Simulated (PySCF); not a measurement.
**GeH6Si, SMILES `[SiH3][GeH3]`: what the electrons do**

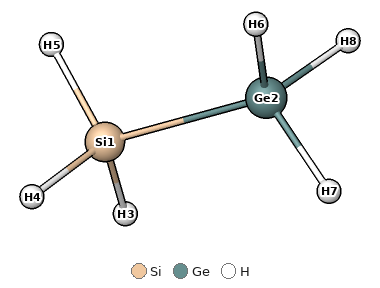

The molecule, with its atoms numbered as below. No frequency check shows the geometry to be a minimum.

Coordinates in Å:

```
Si1     -1.5762   -0.0000    0.0000
Ge2      0.7540    0.0000    0.0000
H3      -2.0863    0.4295    1.3023
H4      -2.0863    0.9132   -1.0231
H5      -2.0863   -1.3426   -0.2792
H6       1.3997   -0.4219   -1.2876
H7       1.3997    1.3261    0.2784
H8       1.3997   -0.9041    1.0092
```

### 1. Bonding charge

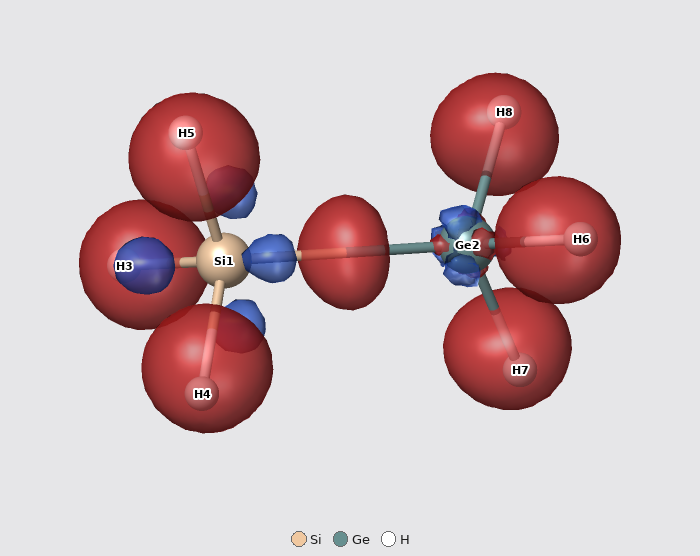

Deformation density (molecule less spherical, spin-averaged free atoms at the same positions), surfaces at ±0.1 e/Å³; red: gain, blue: loss.

Computed with PySCF, LDA (SVWN)/def2-TZVP, geometry: GFN2-xTB.

Q: Describe the bonding that the map shows.

A: Ge2–H6, Ge2–H8 and Ge2–H7: +0.25 e/Å³ at the bond critical point (bond length 1.50 Å, Mayer order 0.9). Si1–H5, Si1–H3 and Si1–H4: +0.22 e/Å³ at the bond critical point (bond length 1.46 Å, Mayer order 0.9). Si1–Ge2: +0.20 e/Å³ at the bond critical point (bond length 2.33 Å, Mayer order 1.0). In all, 1.6 electrons gather in the regions of gain relative to the promolecule.

### 2. Bond critical points

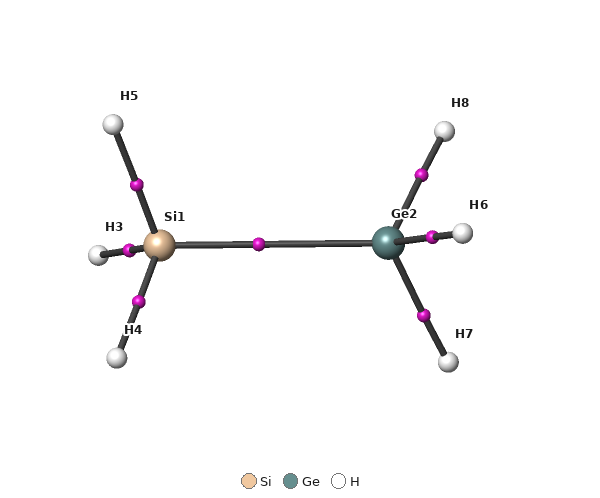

Molecular graph of the electron density (QTAIM): bond paths, bond critical points (magenta), ring points (cyan, if any); weak paths are dashed.

Q: How many critical points of each kind are there, and does the count close?

A: 8 nuclei, 7 bond, 0 ring and 0 cage critical points: 8 − 7 + 0 − 0 = 1, as the Poincaré–Hopf relation requires.

Q: Give the properties at the bond critical points.

A:
| bond | length (Å) | ρ (a.u.) | ∇²ρ (a.u.) | ε | H (a.u.) |
| --- | --- | --- | --- | --- | --- |
| Ge2–H6 (3 alike) | 1.501 | 0.139 | +0.04 | 0.00 | −0.083 |
| Si1–H5 (3 alike) | 1.463 | 0.124 | +0.14 | 0.02 | −0.079 |
| Si1–Ge2 | 2.330 | 0.091 | −0.15 | 0.00 | −0.051 |

Q: What kind of interaction is Si1–Ge2?

A: Shared-shell (covalent): ρ = 0.091, ∇²ρ = −0.15, H = −0.051 a.u.

### 3. Local ionisation energy

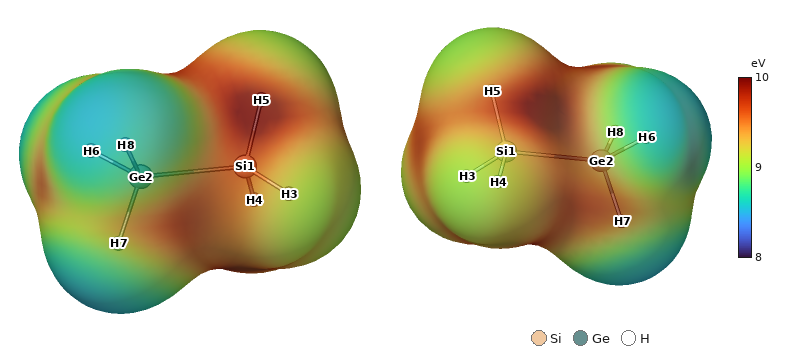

Average local ionisation energy on the surface of electron density 0.001 a.u. (back view left, front view right).

Q: Locate the minima of the map.

A: The lowest value is 8.5 eV, 1.5 Å from H8, and at like points elsewhere. Further minima include 9.0 eV, 1.5 Å from H5, and at like points elsewhere. For comparison, the highest occupied orbital lies at −7.6 eV.

### 4. Excited states

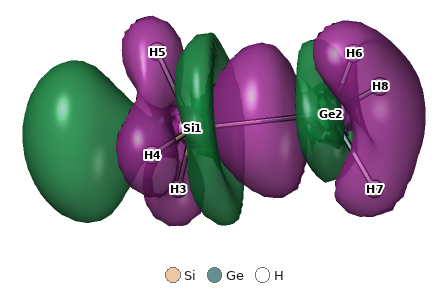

Unrelaxed difference density of S₃ less the ground state (full linear response singlet states), ±0.008 e/Å³; green: gain, purple: loss.

Level of theory: PBE0/def2-TZVP (PySCF), at a geometry from GFN2-xTB. Without diffuse functions Rydberg states are missing, so the states' numbers hold for this basis only.

Q: How does the charge move on excitation?

A: 0.55 e is displaced in all, mostly between regions of the same atoms. The state: 8.11 eV (153 nm), f = 0.300 (bright), partly diffuse acceptor orbital, which a basis without diffuse functions describes poorly; the leading pair carries 84 %; hole on Ge2 (36 %), Si1 (32 %) and H6, H7 and H8 (6 % each), electron on Si1 (36 %), Ge2 (26 %) and H3, H4, H5, H6, H7 and H8 (6 % each) (atom shares of so diffuse an orbital are rough) (shares are of the whole state, not of the leading pair alone); their centroids lie 0.4 Å apart.

### 5. In an electric field

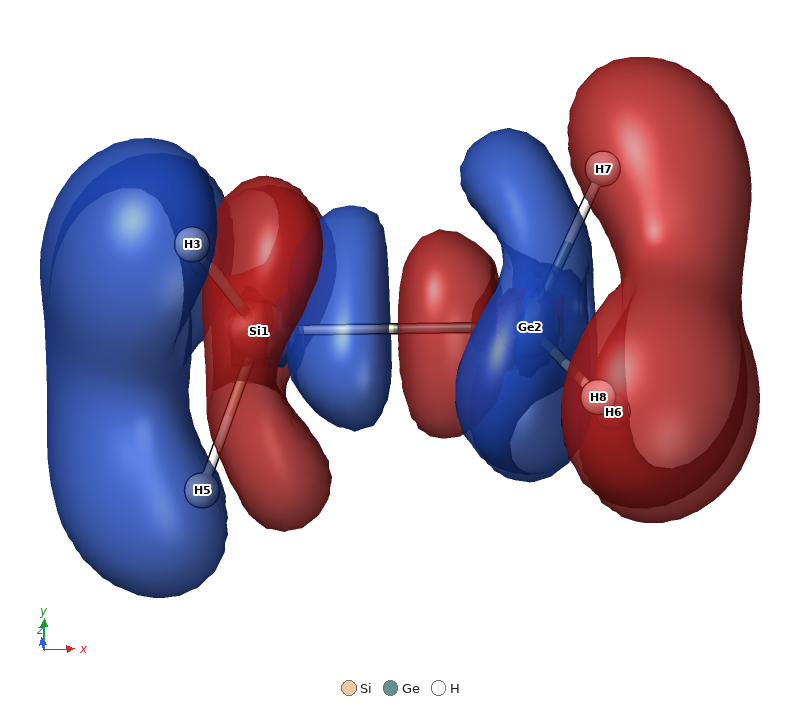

Change of the electron density in a uniform field of 0.10 V/Å, surfaces at ±0.0005 e/Å³ (blue: gain, red: loss).

Computed with PySCF, B3LYP/def2-SVPD, geometry: GFN2-xTB.

The field was applied in both directions; the picture shows the one opposite to the script's first.

Q: Along which Cartesian direction does the field point?

A: Along +x: electrons gather on the −x side, against the field.

Q: What dipole is induced, and what polarisability does it imply?

A: The induced dipole is 0.39 D (along the field); α along this axis, from the fields in both directions, is 77 bohr³ (11.4 Å³).

### 6. Localised orbitals

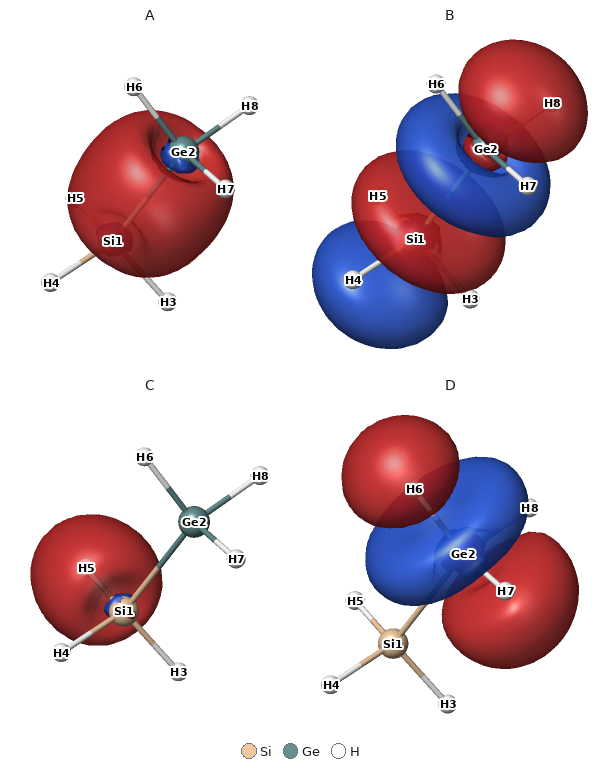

Intrinsic bond orbitals (IBO), occupied and valence-virtual; each surface holds about 80 % of the orbital's density. Energies are diagonal elements of the Fock matrix.

Level of theory: B3LYP/def2-TZVP (PySCF), at a geometry from GFN2-xTB.

Q: Name the orbitals, with their atomic make-up and energies.

A: By panel:
- A: σ bond Ge2–Si1 (Ge2 53 %, Si1 47 %; −11.2 eV)
- B: σ* orbital Si1–Ge2 (Si1 52 %, Ge2 47 %; 2.0 eV)
- C: σ bond H5–Si1 (H5 55 %, Si1 44 %; −11.2 eV)
- D: σ* orbital Ge2–H6 (Ge2 54 %, H6 46 %; 5.0 eV)

Q: How do all the valence pairs divide up?

A: 12 pairs: 7 σ bonds and 5 d pairs.

### 7. Stretching a bond

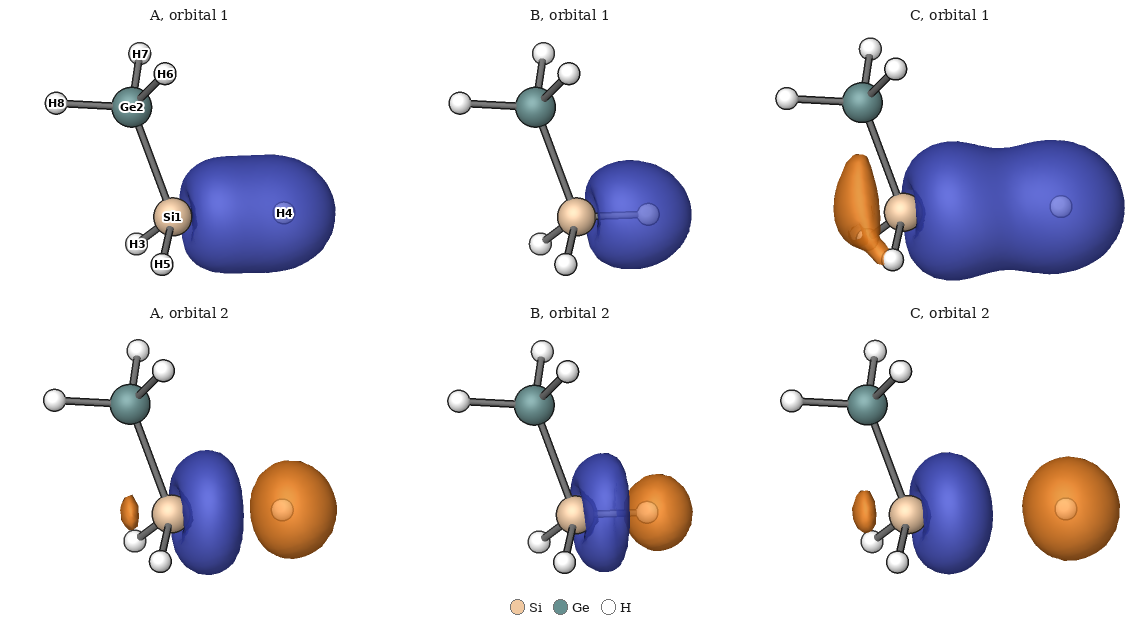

Rigid stretch of the Si1–H4 bond. The two CASSCF(2,2) natural orbitals nearest half filling (orbital 1 the more occupied).

Level of theory: cc-pVDZ basis (PySCF), at a geometry from GFN2-xTB.

Q: The columns are at 1.42, 2.20 and 3.12 Å, in some order. Assign them, and give the occupations.

A: A: 2.20 Å, occupations 1.90 and 0.10. B: 1.42 Å, occupations 1.98 and 0.02. C: 3.12 Å, occupations 1.53 and 0.47.

Q: Where does the UHF solution part from RHF?

A: Between 1.92 Å (⟨S²⟩ = 0, the two coincide) and 2.20 Å (⟨S²⟩ = 0.15); at 3.98 Å ⟨S²⟩ is 1.00 and UHF lies 3.4 eV below RHF.

Q: How much energy does the stretch cost?

A: By CASSCF, 3.5 eV from the lowest point of the scan (1.56 Å) to 3.98 Å; RHF gives 6.5 eV from its own lowest point. The fragments aren't relaxed and dynamic correlation is missing, so this isn't a bond dissociation energy.

The PySCF runs shown took 10 s, 3.3 min, 20 s, 9.5 s and 110 s on 1 thread of Intel(R) Xeon(R) Platinum 8259CL CPU @ 2.50GHz (Skylake/Cascade Lake), on a shared host.
